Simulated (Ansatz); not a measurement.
**BNH3 (SMILES B[NH]): UPBE0/STO-3G**

Aim: the energy change on altering one bond length of BNH3 at UPBE0/STO-3G, from 2 runs. 

Program for the calculation: Ansatz 0.2.0.

53 further runs of the same task are left out: 53 set aside as unsound or not needed.

### 1 The structure to begin with

BNH3: 5 atoms, total charge 0, spin state doublet. As SMILES, `B[NH]`. The shape is that of a PBE0-D4/def2-TZVP optimisation.

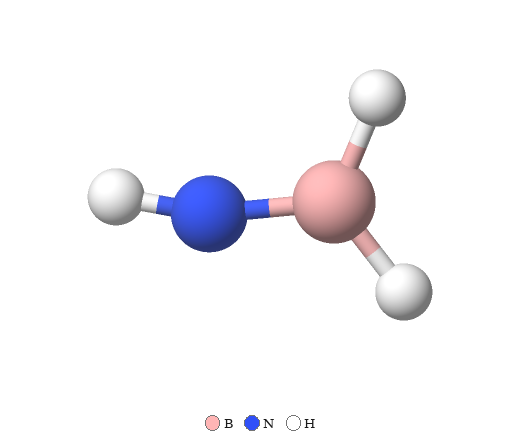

The structure, seen from a chosen angle (boron pink, nitrogen blue, hydrogen white).

### 2 A single-point energy at UPBE0/STO-3G

input.yaml

```yaml
crystal:
  periodic: [false, false, false]
  atoms:
    - symbol: B
      position_ang: [-0.310800, -0.370100, -0.091600]
    - symbol: "N"
      position_ang: [0.531200, 0.655200, -0.019800]
    - symbol: H
      position_ang: [-0.414800, -1.107400, 0.862500]
    - symbol: H
      position_ang: [-0.964100, -0.573100, -1.081900]
    - symbol: H
      position_ang: [1.208400, 1.321700, 0.289300]
basis:
  gaussian:
    orbitals: STO-3G
magnetization:
  spin_polarized: true
  initial_magnetization: 1
hamiltonian:
  xc: pbe0
accuracy: high
```

The run is started by

```console
ansatz run input.yaml --threads 1 --pin off --max-ram 2610MiB --events-out events.jsonl --progress --plain --runs-dir runs
```

Standard output:

```text
Warning: RAYON_NUM_THREADS=1 ignored (pool sized by the plan → 1); use --threads N
Functional definition: PBE0
  name "PBE0"
  parameter a = 0.25
  parameter kappa = 0.804
  parameter beta = 0.06672455060314922
  exchange = (1 - a)*pbe_x(kappa = kappa, mu = beta*pi^2/3) + a*exact_x
  correlation = pbe_c(beta = beta)
207 factors; integrals over basis functions are off by at most 9.2e-9 eV
mean field evaluation 1: about -2182.1527 eV, gradient 7.2e0 eV
mean field evaluation 2: about -2182.0772 eV, gradient 9.2e0 eV
mean field evaluation 4: about -2182.5724 eV, gradient 3.0e-1 eV
mean field evaluation 8: about -2182.5318 eV, gradient 8.8e-3 eV
mean field evaluation 16: about -2182.5318 eV, gradient 3.0e-7 eV
mean field -2182.53178918 eV, -80.2065638791 hartree, gradient 4.3e-8 eV, S^2 0.759364; 0 other end points of the search recorded, 0 dependent functions left out
reference -2182.53179050 eV, -80.2065639276 hartree; 8, 7 occupied and 5, 6 virtual orbitals, 207 factors
Total energy: -2182.53179050 eV, -80.2065639276 hartree
```

Wall time 1.2 s (1 thread of Arm Neoverse V1, shared host); peak memory 0.11 GiB.

### 3 The distorted shape at the same level

run.yaml

```yaml
basis:
  gaussian:
    orbitals: STO-3G
crystal:
  periodic: [false, false, false]
  atoms:
    - {symbol: B, position_ang: [-0.147489, -0.319354, 0.155953]}
    - {symbol: "N", position_ang: [0.694511, 0.705946, 0.227753]}
    - {symbol: H, position_ang: [-0.251489, -1.056654, 1.110053]}
    - {symbol: H, position_ang: [-0.964100, -0.573100, -1.081900]}
    - {symbol: H, position_ang: [1.371711, 1.372446, 0.536853]}
magnetization:
  spin_polarized: true
  initial_magnetization: 1
hamiltonian:
  xc: pbe0
accuracy: high
```

The run is started by

```console
ansatz run run.yaml --threads 1 --pin off --max-ram 2610MiB --events-out events.jsonl --progress --plain --runs-dir runs
```

Standard output:

```text
Warning: RAYON_NUM_THREADS=1 ignored (pool sized by the plan → 1); use --threads N
Functional definition: PBE0
  name "PBE0"
  parameter a = 0.25
  parameter kappa = 0.804
  parameter beta = 0.06672455060314922
  exchange = (1 - a)*pbe_x(kappa = kappa, mu = beta*pi^2/3) + a*exact_x
  correlation = pbe_c(beta = beta)
207 factors; integrals over basis functions are off by at most 9.7e-9 eV
mean field evaluation 1: about -2180.9817 eV, gradient 8.5e0 eV
mean field evaluation 2: about -2180.5809 eV, gradient 1.3e1 eV
mean field evaluation 4: about -2181.5548 eV, gradient 3.7e-1 eV
mean field evaluation 8: about -2181.4998 eV, gradient 1.2e-2 eV
mean field evaluation 16: about -2181.4998 eV, gradient 1.7e-6 eV
mean field -2181.49981083 eV, -80.1686393742 hartree, gradient 3.0e-8 eV, S^2 0.763928; 0 other end points of the search recorded, 0 dependent functions left out
reference -2181.49981218 eV, -80.1686394238 hartree; 8, 7 occupied and 5, 6 virtual orbitals, 207 factors
Total energy: -2181.49981218 eV, -80.1686394238 hartree
```

Run time: 1.2 s. Hardware: 1 thread of Arm Neoverse V1, shared host; peak memory 0.11 GiB.

### 4 What came out

Level: UPBE0/STO-3G.

| quantity | value |
| --- | --- |
| first shape: total energy | -80.20656 Eh |
| first shape: ⟨S²⟩ | 0.759 |
| distorted shape: total energy | -80.16864 Eh |
| distorted shape: ⟨S²⟩ | 0.764 |
| energy change with the B1–H4 bond stretched from 1.204 to 1.505 Å | 1.032 eV |

**Reading.** With the B1–H4 bond stretched from 1.204 to 1.505 Å the energy rises by 1.03 eV (24 kcal/mol). The first shape isn't relaxed at this level, so the change isn't measured from a minimum. The minimal basis adds a large error of its own.
